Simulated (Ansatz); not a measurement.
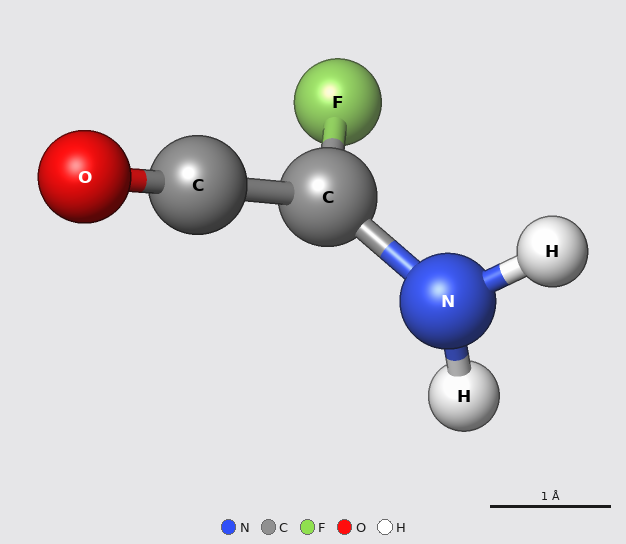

The computed structure is the end point of a PBE0-D4/def2-TZVP optimisation.

Description:

Formula C2H2FNO. As SMILES it reads `NC(F)=C=O`. It has no ring. Among its groups: C–F bond. This geometry has Cs symmetry. Coordination, clear cases only: 1 C trigonal planar; 1 C linear.

More results for the same structure follow; atom numbers are the same in all pictures, views and colours differ.

### Geometry

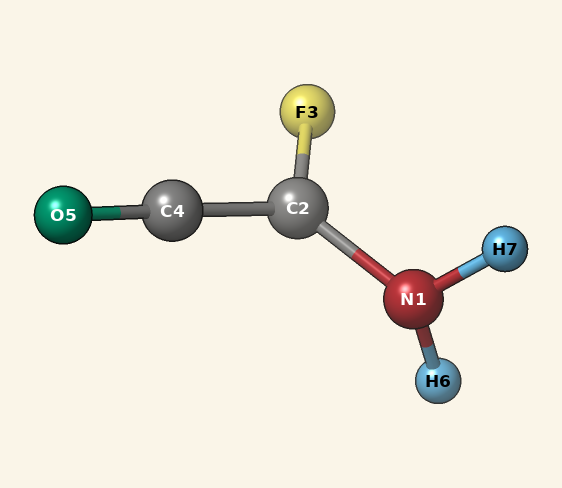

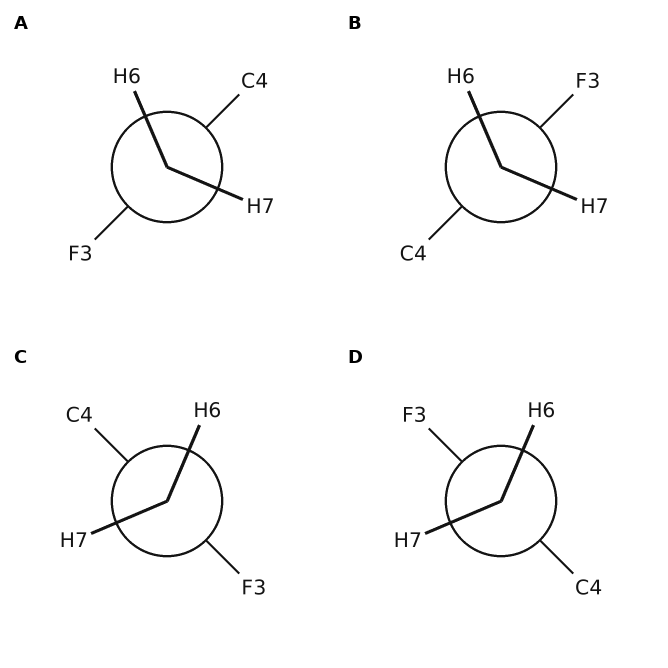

Distant atoms are faded towards the background colour. Bonds that would overlap in a projection are set slightly apart.

Which Newman projection shows the view along N1–C2, with N1 in front?

D. The torsion angle H6–N1–C2–F3 is −68°, synclinal (gauche).

### Levels of theory compared

Program: Ansatz 0.2.0.

Compare HOMO energy (eV), HOMO–LUMO gap (eV), dipole (D) at these levels: B3LYP-D4/def2-TZVPP; PBE-D4/def2-TZVPP; r2SCAN-D4/def2-TZVPP; ωB97M-V/def2-TZVPP.

| level | HOMO energy (eV) | HOMO–LUMO gap (eV) | dipole (D) |
| --- | --- | --- | --- |
| B3LYP-D4/def2-TZVPP | −6.39 | 4.65 | 2.43 |
| PBE-D4/def2-TZVPP | −5.23 | 2.64 | 2.43 |
| r2SCAN-D4/def2-TZVPP | −5.46 | 3.09 | 2.47 |
| ωB97M-V/def2-TZVPP | −8.81 | 9.70 | 2.35 |

### Vibrations

Harmonic vibrations computed with RKS PBE0-D4/def2-TZVP (Ansatz 0.2.0) at a stationary point of the same level.

How many vibrational modes are there, and where do they lie?

15 modes: 196, 289, 410, 415, 516, 601, 688, 817, 1197, 1236, 1497, 1664, 2265, 3542, 3627 cm⁻¹.

### Charges

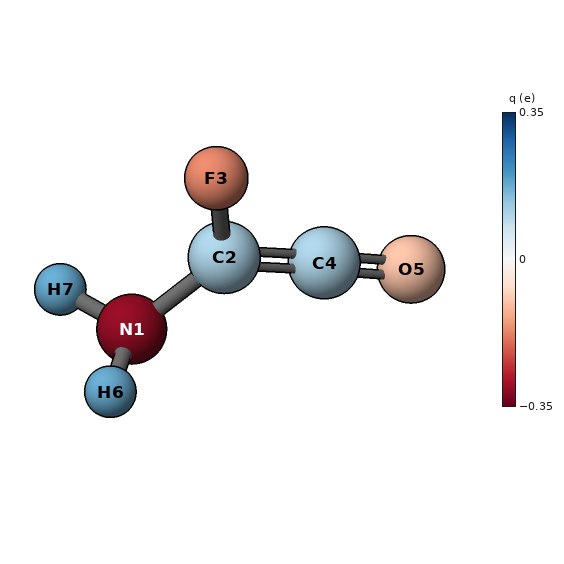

Atoms are coloured by their Mulliken charges. Properties computed with RKS PBE-D4/def2-TZVPP (Ansatz 0.2.0).

List the Mulliken charges.

| atom | value (e) |
| --- | --- |
| N1 | −0.31 |
| C2 | 0.11 |
| F3 | −0.17 |
| C4 | 0.11 |
| O5 | −0.10 |
| H6 | 0.18 |
| H7 | 0.18 |

Mulliken values depend strongly on the basis set and can even reverse the polarity of a bond.
